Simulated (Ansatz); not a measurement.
# Li+ with SiH3F: interaction against distance

How does the interaction of this pair fall off with distance, and which methods keep to CCSD(T) along the way?

The runs use Ansatz 0.2.0, Gaussian basis; single points in def2-TZVPPD, with counterpoise.

Cores are frozen in the correlated methods. The outer core shell of Li, Na, Mg and K is correlated. B3LYP uses VWN-RPA correlation.

8 further runs of the same task are left out: 2 that didn't finish, 6 set aside as unsound or not needed.

## (1) The system as given

The relaxed pair: 6 atoms, charge 1, spin multiplicity 1.

Atoms are counted from 1 here; the program's logs count them from 0.

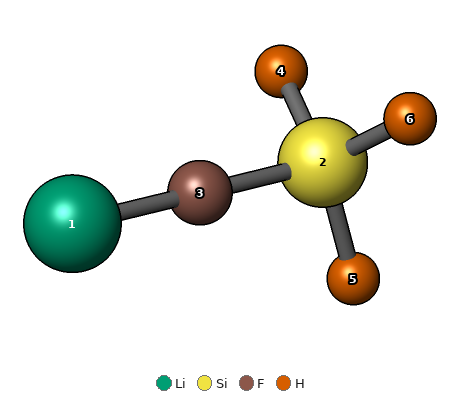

The starting geometry (lithium teal, silicon yellow, fluorine brown, hydrogen orange); atoms are numbered from 1 in the order of the file.

Geometry (Å):

```xyz
6
charge 1, multiplicity 1
Li    0.14419   -0.06961   -2.75753
Si   -0.03555    0.01705    0.67871
F     0.05376   -0.02361   -1.00729
H    -1.39825   -0.45926    0.96906
H     0.20014    1.43261    1.00839
H     1.03572   -0.89708    1.10866
```

Atoms 1 to 1 are fragment A, the rest fragment B. The contact Li1–F3 is 1.75 Å. Interaction at this geometry, from earlier runs: PBE-D4 -129.19, r2SCAN-D4 -124.99, PBE0-D4 -134.13, B3LYP-D4 -137.45, wB97M-V -131.56, Hartree-Fock -139.45, MP2 -127.47, CCSD -130.72, CCSD(T) -128.46 kJ/mol. Each point needs the pair (ab) and both fragments with ghost atoms (a, b).

## (2) B moved by -0.18 Å, CCSD(T)/def2-TZVPPD

ab/in.yaml reads:

```yaml
crystal:
  periodic: [false, false, false]
  atoms:
    - {symbol: Li, position_ang: [0.144185, -0.069605, -2.757528]}
    - {symbol: Si, position_ang: [-0.026400, 0.012626, 0.503690]}
    - {symbol: F, position_ang: [0.062913, -0.028030, -1.182314]}
    - {symbol: H, position_ang: [-1.389100, -0.463682, 0.794036]}
    - {symbol: H, position_ang: [0.209289, 1.428191, 0.833363]}
    - {symbol: H, position_ang: [1.044871, -0.901495, 0.933639]}
basis:
  gaussian: {orbitals: "def2-TZVPPD.json"}
total_charge: 1
correlation: {method: ccsd_t}
```

a/in.yaml reads:

```yaml
crystal:
  periodic: [false, false, false]
  atoms:
    - {symbol: Li, position_ang: [0.144185, -0.069605, -2.757528]}
basis:
  gaussian:
    orbitals: "def2-TZVPPD.json"
    ghost_atoms:
      - {symbol: Si, position_ang: [-0.026400, 0.012626, 0.503690]}
      - {symbol: F, position_ang: [0.062913, -0.028030, -1.182314]}
      - {symbol: H, position_ang: [-1.389100, -0.463682, 0.794036]}
      - {symbol: H, position_ang: [0.209289, 1.428191, 0.833363]}
      - {symbol: H, position_ang: [1.044871, -0.901495, 0.933639]}
total_charge: 1
correlation: {method: ccsd_t}
```

b/in.yaml reads:

```yaml
crystal:
  periodic: [false, false, false]
  atoms:
    - {symbol: Si, position_ang: [-0.026400, 0.012626, 0.503690]}
    - {symbol: F, position_ang: [0.062913, -0.028030, -1.182314]}
    - {symbol: H, position_ang: [-1.389100, -0.463682, 0.794036]}
    - {symbol: H, position_ang: [0.209289, 1.428191, 0.833363]}
    - {symbol: H, position_ang: [1.044871, -0.901495, 0.933639]}
basis:
  gaussian:
    orbitals: "def2-TZVPPD.json"
    ghost_atoms:
      - {symbol: Li, position_ang: [0.144185, -0.069605, -2.757528]}
correlation: {method: ccsd_t}
```

The basis file named in the input lies beside it (Basis Set Exchange, JSON).

No record of the launch command was kept for these runs.

Output in ab:

```text
Functional definition: HF
  name "HF"
  cite "Fock, Z. Phys. 61, 126 (1930) doi:10.1007/BF01340294"
  parent pbe
  exchange = exact_x
  correlation = 0
978 factors; integrals over basis functions are off by at most 9.9e-4 eV
mean field evaluation 1: about -10811.4601 eV, gradient 6.1e1 eV
mean field evaluation 2: about -10811.4631 eV, gradient 6.1e1 eV
mean field evaluation 4: about -10816.7714 eV, gradient 2.2e0 eV
mean field evaluation 8: about -10816.7929 eV, gradient 9.2e-2 eV
mean field evaluation 16: about -10816.7888 eV, gradient 3.8e-1 eV
mean field -10816.79297433 eV, -397.5098099209 hartree, gradient 2.8e-6 eV, S^2 0.000000; 0 other end points of the search recorded, 0 dependent functions left out
6 core orbitals not correlated: weight in the atoms' cores, before any rotation towards them, 1.000 or more for the frozen orbitals, at most 0.000 for the correlated occupied ones
reference -10816.79297433 eV, -397.5098099209 hartree; 8, 8 occupied and 147, 147 virtual orbitals, 978 factors
second order -11.22621654 eV of doubles, -0.00000000 eV of singles
cycle   1  -11.63049150 eV  change   -4.0e-1 eV  update   6.8e-2
cycle   2  -11.90971553 eV  change   -2.8e-1 eV  update   2.0e-2
cycle   3  -11.97129284 eV  change   -6.2e-2 eV  update   9.5e-3
cycle   4  -11.96295374 eV  change    8.3e-3 eV  update   1.7e-3
cycle   5  -11.96275912 eV  change    1.9e-4 eV  update   6.2e-4
cycle   6  -11.96305669 eV  change   -3.0e-4 eV  update   1.7e-4
cycle   7  -11.96299347 eV  change    6.3e-5 eV  update   5.5e-5
cycle   8  -11.96297502 eV  change    1.8e-5 eV  update   1.4e-5
perturbative correction -0.27718110 eV, -0.0101862176 hartree
Total energy: -10829.03313045 eV, -397.9596273617 hartree
```

Output in a (excerpt; [...] marks lines left out):

```text
[... 4 set-up lines as earlier in the session ...]
[...]
971 factors; integrals over basis functions are off by at most 9.9e-4 eV
[...]
mean field -196.91187775 eV, -7.2363780358 hartree, gradient 6.0e-7 eV, S^2 0.000000; 0 other end points of the search recorded, 0 dependent functions left out
reference -196.91187775 eV, -7.2363780358 hartree; 1, 1 occupied and 160, 160 virtual orbitals, 971 factors
second order -0.82163907 eV of doubles, -0.00000000 eV of singles
cycle   1  -0.92334971 eV  change   -1.0e-1 eV  update   6.5e-3
[...]
cycle   5  -0.93965267 eV  change   -5.8e-7 eV  update   8.1e-7
perturbative correction -0.00000000 eV, -0.0000000000 hartree
Total energy: -197.85153042 eV, -7.2709096345 hartree
```

Log of b (excerpt; [...] marks lines left out):

```text
[... 4 set-up lines as earlier in the session ...]
[...]
913 factors; integrals over basis functions are off by at most 1.3e-3 eV
[...]
mean field -10618.55780714 eV, -390.2248018955 hartree, gradient 8.6e-7 eV, S^2 0.000000; 0 other end points of the search recorded, 0 dependent functions left out
6 core orbitals not correlated: weight in the atoms' cores, before any rotation towards them, 1.000 or more for the frozen orbitals, at most 0.000 for the correlated occupied ones
reference -10618.55780714 eV, -390.2248018955 hartree; 7, 7 occupied and 148, 148 virtual orbitals, 913 factors
second order -10.56194553 eV of doubles, -0.00000000 eV of singles
cycle   1  -10.79092570 eV  change   -2.3e-1 eV  update   7.6e-2
[...]
cycle   9  -11.13651101 eV  change   -2.4e-6 eV  update   8.6e-6
perturbative correction -0.30549675 eV, -0.0112267983 hartree
Total energy: -10629.99981490 eV, -390.6452879248 hartree
```

Times: 11 s (ab), 3 s (a), 8.5 s (b) on 2 threads, shared host; peak memory 1.3 GiB.

ab − a − b = -114.02 kJ/mol.

## (3) B moved by -0.09 Å, CCSD(T)/def2-TZVPPD

ab/in.yaml reads:

```yaml
crystal:
  periodic: [false, false, false]
  atoms:
    - {symbol: Li, position_ang: [0.144185, -0.069605, -2.757528]}
    - {symbol: Si, position_ang: [-0.030976, 0.014836, 0.591201]}
    - {symbol: F, position_ang: [0.058337, -0.025820, -1.094802]}
    - {symbol: H, position_ang: [-1.393675, -0.461473, 0.881547]}
    - {symbol: H, position_ang: [0.204713, 1.430400, 0.920874]}
    - {symbol: H, position_ang: [1.040295, -0.899286, 1.021151]}
basis:
  gaussian: {orbitals: "def2-TZVPPD.json"}
total_charge: 1
correlation: {method: ccsd_t}
```

a/in.yaml reads:

```yaml
crystal:
  periodic: [false, false, false]
  atoms:
    - {symbol: Li, position_ang: [0.144185, -0.069605, -2.757528]}
basis:
  gaussian:
    orbitals: "def2-TZVPPD.json"
    ghost_atoms:
      - {symbol: Si, position_ang: [-0.030976, 0.014836, 0.591201]}
      - {symbol: F, position_ang: [0.058337, -0.025820, -1.094802]}
      - {symbol: H, position_ang: [-1.393675, -0.461473, 0.881547]}
      - {symbol: H, position_ang: [0.204713, 1.430400, 0.920874]}
      - {symbol: H, position_ang: [1.040295, -0.899286, 1.021151]}
total_charge: 1
correlation: {method: ccsd_t}
```

b/in.yaml reads:

```yaml
crystal:
  periodic: [false, false, false]
  atoms:
    - {symbol: Si, position_ang: [-0.030976, 0.014836, 0.591201]}
    - {symbol: F, position_ang: [0.058337, -0.025820, -1.094802]}
    - {symbol: H, position_ang: [-1.393675, -0.461473, 0.881547]}
    - {symbol: H, position_ang: [0.204713, 1.430400, 0.920874]}
    - {symbol: H, position_ang: [1.040295, -0.899286, 1.021151]}
basis:
  gaussian:
    orbitals: "def2-TZVPPD.json"
    ghost_atoms:
      - {symbol: Li, position_ang: [0.144185, -0.069605, -2.757528]}
correlation: {method: ccsd_t}
```

Log of ab (excerpt; [...] marks lines left out):

```text
[... 4 set-up lines as earlier in the session ...]
[...]
978 factors; integrals over basis functions are off by at most 1.1e-3 eV
[...]
mean field -10816.89090874 eV, -397.5134089443 hartree, gradient 2.5e-6 eV, S^2 0.000000; 0 other end points of the search recorded, 0 dependent functions left out
6 core orbitals not correlated: weight in the atoms' cores, before any rotation towards them, 1.000 or more for the frozen orbitals, at most 0.000 for the correlated occupied ones
reference -10816.89090874 eV, -397.5134089443 hartree; 8, 8 occupied and 147, 147 virtual orbitals, 978 factors
second order -11.24180333 eV of doubles, -0.00000000 eV of singles
cycle   1  -11.63774789 eV  change   -4.0e-1 eV  update   6.9e-2
[...]
cycle   8  -11.97282470 eV  change    1.9e-5 eV  update   1.5e-5
perturbative correction -0.27963131 eV, -0.0102762610 hartree
Total energy: -10829.14336475 eV, -397.9636783976 hartree
```

a printed (excerpt; [...] marks lines left out):

```text
[... 4 set-up lines as earlier in the session ...]
[...]
971 factors; integrals over basis functions are off by at most 1.1e-3 eV
[...]
mean field -196.91187642 eV, -7.2363779869 hartree, gradient 6.4e-7 eV, S^2 0.000000; 0 other end points of the search recorded, 0 dependent functions left out
reference -196.91187642 eV, -7.2363779869 hartree; 1, 1 occupied and 160, 160 virtual orbitals, 971 factors
second order -0.82084054 eV of doubles, -0.00000000 eV of singles
cycle   1  -0.92236728 eV  change   -1.0e-1 eV  update   6.5e-3
[...]
cycle   5  -0.93861688 eV  change   -5.7e-7 eV  update   8.0e-7
perturbative correction 0.00000000 eV, 0.0000000000 hartree
Total energy: -197.85049331 eV, -7.2708715211 hartree
```

b printed (excerpt; [...] marks lines left out):

```text
[... 4 set-up lines as earlier in the session ...]
[...]
913 factors; integrals over basis functions are off by at most 1.3e-3 eV
[...]
mean field -10618.55756671 eV, -390.2247930599 hartree, gradient 8.6e-7 eV, S^2 0.000000; 0 other end points of the search recorded, 0 dependent functions left out
6 core orbitals not correlated: weight in the atoms' cores, before any rotation towards them, 1.000 or more for the frozen orbitals, at most 0.000 for the correlated occupied ones
reference -10618.55756671 eV, -390.2247930599 hartree; 7, 7 occupied and 148, 148 virtual orbitals, 913 factors
second order -10.56094087 eV of doubles, -0.00000000 eV of singles
cycle   1  -10.78998692 eV  change   -2.3e-1 eV  update   7.6e-2
[...]
cycle   9  -11.13554519 eV  change   -2.5e-6 eV  update   8.6e-6
perturbative correction -0.30540267 eV, -0.0112233412 hartree
Total energy: -10629.99851458 eV, -390.6452401390 hartree
```

They took 11 s (ab), 2.9 s (a), 8.5 s (b) on 2 threads, shared host; peak memory 1.3 GiB.

ab − a − b = -124.89 kJ/mol.

## (4) B moved by +0.09 Å, CCSD(T)/def2-TZVPPD

ab/in.yaml reads:

```yaml
crystal:
  periodic: [false, false, false]
  atoms:
    - {symbol: Li, position_ang: [0.144185, -0.069605, -2.757528]}
    - {symbol: Si, position_ang: [-0.040127, 0.019255, 0.766224]}
    - {symbol: F, position_ang: [0.049185, -0.021401, -0.919780]}
    - {symbol: H, position_ang: [-1.402827, -0.457054, 1.056570]}
    - {symbol: H, position_ang: [0.195562, 1.434819, 1.095897]}
    - {symbol: H, position_ang: [1.031143, -0.894867, 1.196173]}
basis:
  gaussian: {orbitals: "def2-TZVPPD.json"}
total_charge: 1
correlation: {method: ccsd_t}
```

a/in.yaml reads:

```yaml
crystal:
  periodic: [false, false, false]
  atoms:
    - {symbol: Li, position_ang: [0.144185, -0.069605, -2.757528]}
basis:
  gaussian:
    orbitals: "def2-TZVPPD.json"
    ghost_atoms:
      - {symbol: Si, position_ang: [-0.040127, 0.019255, 0.766224]}
      - {symbol: F, position_ang: [0.049185, -0.021401, -0.919780]}
      - {symbol: H, position_ang: [-1.402827, -0.457054, 1.056570]}
      - {symbol: H, position_ang: [0.195562, 1.434819, 1.095897]}
      - {symbol: H, position_ang: [1.031143, -0.894867, 1.196173]}
total_charge: 1
correlation: {method: ccsd_t}
```

b/in.yaml reads:

```yaml
crystal:
  periodic: [false, false, false]
  atoms:
    - {symbol: Si, position_ang: [-0.040127, 0.019255, 0.766224]}
    - {symbol: F, position_ang: [0.049185, -0.021401, -0.919780]}
    - {symbol: H, position_ang: [-1.402827, -0.457054, 1.056570]}
    - {symbol: H, position_ang: [0.195562, 1.434819, 1.095897]}
    - {symbol: H, position_ang: [1.031143, -0.894867, 1.196173]}
basis:
  gaussian:
    orbitals: "def2-TZVPPD.json"
    ghost_atoms:
      - {symbol: Li, position_ang: [0.144185, -0.069605, -2.757528]}
correlation: {method: ccsd_t}
```

Log of ab (excerpt; [...] marks lines left out):

```text
[... 4 set-up lines as earlier in the session ...]
[...]
980 factors; integrals over basis functions are off by at most 8.1e-4 eV
[...]
mean field -10816.89250198 eV, -397.5134674947 hartree, gradient 2.5e-6 eV, S^2 0.000000; 0 other end points of the search recorded, 0 dependent functions left out
6 core orbitals not correlated: weight in the atoms' cores, before any rotation towards them, 1.000 or more for the frozen orbitals, at most 0.000 for the correlated occupied ones
reference -10816.89250198 eV, -397.5134674947 hartree; 8, 8 occupied and 147, 147 virtual orbitals, 980 factors
second order -11.26885558 eV of doubles, -0.00000000 eV of singles
cycle   1  -11.65039351 eV  change   -3.8e-1 eV  update   7.0e-2
[...]
cycle   9  -11.99005628 eV  change   -1.7e-6 eV  update   5.8e-6
perturbative correction -0.28406587 eV, -0.0104392281 hartree
Total energy: -10829.16662413 eV, -397.9645331641 hartree
```

a printed (excerpt; [...] marks lines left out):

```text
[... 4 set-up lines as earlier in the session ...]
[...]
973 factors; integrals over basis functions are off by at most 8.2e-4 eV
[...]
mean field -196.91186941 eV, -7.2363777293 hartree, gradient 7.2e-7 eV, S^2 0.000000; 0 other end points of the search recorded, 0 dependent functions left out
reference -196.91186941 eV, -7.2363777293 hartree; 1, 1 occupied and 160, 160 virtual orbitals, 973 factors
second order -0.81952275 eV of doubles, -0.00000000 eV of singles
cycle   1  -0.92074684 eV  change   -1.0e-1 eV  update   6.5e-3
[...]
cycle   5  -0.93691067 eV  change   -5.7e-7 eV  update   7.8e-7
perturbative correction -0.00000000 eV, -0.0000000000 hartree
Total energy: -197.84878009 eV, -7.2708085615 hartree
```

Output in b (excerpt; [...] marks lines left out):

```text
[... 4 set-up lines as earlier in the session ...]
[...]
913 factors; integrals over basis functions are off by at most 1.1e-3 eV
[...]
mean field -10618.55726486 eV, -390.2247819671 hartree, gradient 8.7e-7 eV, S^2 0.000000; 0 other end points of the search recorded, 0 dependent functions left out
6 core orbitals not correlated: weight in the atoms' cores, before any rotation towards them, 1.000 or more for the frozen orbitals, at most 0.000 for the correlated occupied ones
reference -10618.55726486 eV, -390.2247819671 hartree; 7, 7 occupied and 148, 148 virtual orbitals, 913 factors
second order -10.55943277 eV of doubles, -0.00000000 eV of singles
cycle   1  -10.78860991 eV  change   -2.3e-1 eV  update   7.6e-2
[...]
cycle   9  -11.13411217 eV  change   -2.5e-6 eV  update   8.6e-6
perturbative correction -0.30525199 eV, -0.0112178036 hartree
Total energy: -10629.99662902 eV, -390.6451708458 hartree
```

Times: 11 s (ab), 2.9 s (a), 8.5 s (b) on 2 threads, shared host; peak memory 1.3 GiB.

This point gives -127.48 kJ/mol.

## (5) B moved by +0.21 Å, CCSD(T)/def2-TZVPPD

ab/in.yaml reads:

```yaml
crystal:
  periodic: [false, false, false]
  atoms:
    - {symbol: Li, position_ang: [0.144185, -0.069605, -2.757528]}
    - {symbol: Si, position_ang: [-0.046533, 0.022348, 0.888740]}
    - {symbol: F, position_ang: [0.042779, -0.018308, -0.797264]}
    - {symbol: H, position_ang: [-1.409233, -0.453961, 1.179086]}
    - {symbol: H, position_ang: [0.189156, 1.437913, 1.218413]}
    - {symbol: H, position_ang: [1.024737, -0.891774, 1.318689]}
basis:
  gaussian: {orbitals: "def2-TZVPPD.json"}
total_charge: 1
correlation: {method: ccsd_t}
```

a/in.yaml reads:

```yaml
crystal:
  periodic: [false, false, false]
  atoms:
    - {symbol: Li, position_ang: [0.144185, -0.069605, -2.757528]}
basis:
  gaussian:
    orbitals: "def2-TZVPPD.json"
    ghost_atoms:
      - {symbol: Si, position_ang: [-0.046533, 0.022348, 0.888740]}
      - {symbol: F, position_ang: [0.042779, -0.018308, -0.797264]}
      - {symbol: H, position_ang: [-1.409233, -0.453961, 1.179086]}
      - {symbol: H, position_ang: [0.189156, 1.437913, 1.218413]}
      - {symbol: H, position_ang: [1.024737, -0.891774, 1.318689]}
total_charge: 1
correlation: {method: ccsd_t}
```

b/in.yaml reads:

```yaml
crystal:
  periodic: [false, false, false]
  atoms:
    - {symbol: Si, position_ang: [-0.046533, 0.022348, 0.888740]}
    - {symbol: F, position_ang: [0.042779, -0.018308, -0.797264]}
    - {symbol: H, position_ang: [-1.409233, -0.453961, 1.179086]}
    - {symbol: H, position_ang: [0.189156, 1.437913, 1.218413]}
    - {symbol: H, position_ang: [1.024737, -0.891774, 1.318689]}
basis:
  gaussian:
    orbitals: "def2-TZVPPD.json"
    ghost_atoms:
      - {symbol: Li, position_ang: [0.144185, -0.069605, -2.757528]}
correlation: {method: ccsd_t}
```

Output in ab (excerpt; [...] marks lines left out):

```text
[... 4 set-up lines as earlier in the session ...]
[...]
980 factors; integrals over basis functions are off by at most 8.1e-4 eV
[...]
mean field -10816.81918219 eV, -397.5107730420 hartree, gradient 1.1e-6 eV, S^2 0.000000; 0 other end points of the search recorded, 0 dependent functions left out
6 core orbitals not correlated: weight in the atoms' cores, before any rotation towards them, 1.000 or more for the frozen orbitals, at most 0.000 for the correlated occupied ones
reference -10816.81918219 eV, -397.5107730420 hartree; 8, 8 occupied and 147, 147 virtual orbitals, 980 factors
second order -11.28381316 eV of doubles, -0.00000000 eV of singles
cycle   1  -11.65722205 eV  change   -3.7e-1 eV  update   7.1e-2
[...]
cycle   9  -11.99955368 eV  change   -1.2e-6 eV  update   6.1e-6
perturbative correction -0.28668433 eV, -0.0105354548 hartree
Total energy: -10829.10542019 eV, -397.9622839608 hartree
```

a printed (excerpt; [...] marks lines left out):

```text
[... 4 set-up lines as earlier in the session ...]
[...]
973 factors; integrals over basis functions are off by at most 8.2e-4 eV
[...]
mean field -196.91186482 eV, -7.2363775605 hartree, gradient 7.4e-7 eV, S^2 0.000000; 0 other end points of the search recorded, 0 dependent functions left out
reference -196.91186482 eV, -7.2363775605 hartree; 1, 1 occupied and 160, 160 virtual orbitals, 973 factors
second order -0.81879704 eV of doubles, -0.00000000 eV of singles
cycle   1  -0.91985594 eV  change   -1.0e-1 eV  update   6.5e-3
[...]
cycle   5  -0.93597349 eV  change   -5.9e-7 eV  update   7.7e-7
perturbative correction -0.00000000 eV, -0.0000000000 hartree
Total energy: -197.84783832 eV, -7.2707739520 hartree
```

Log of b (excerpt; [...] marks lines left out):

```text
[... 4 set-up lines as earlier in the session ...]
[...]
914 factors; integrals over basis functions are off by at most 8.7e-4 eV
[...]
mean field -10618.55720452 eV, -390.2247797496 hartree, gradient 8.8e-7 eV, S^2 0.000000; 0 other end points of the search recorded, 0 dependent functions left out
6 core orbitals not correlated: weight in the atoms' cores, before any rotation towards them, 1.000 or more for the frozen orbitals, at most 0.000 for the correlated occupied ones
reference -10618.55720452 eV, -390.2247797496 hartree; 7, 7 occupied and 148, 148 virtual orbitals, 914 factors
second order -10.55865775 eV of doubles, -0.00000000 eV of singles
cycle   1  -10.78793059 eV  change   -2.3e-1 eV  update   7.6e-2
[...]
cycle   9  -11.13339394 eV  change   -2.5e-6 eV  update   8.6e-6
perturbative correction -0.30516684 eV, -0.0112146745 hartree
Total energy: -10629.99576530 eV, -390.6451391048 hartree
```

They took 11 s (ab), 2.9 s (a), 8.5 s (b) on 2 threads, shared host; peak memory 1.3 GiB.

Interaction: -121.75 kJ/mol.

(Part 1 of 2 ends here.)
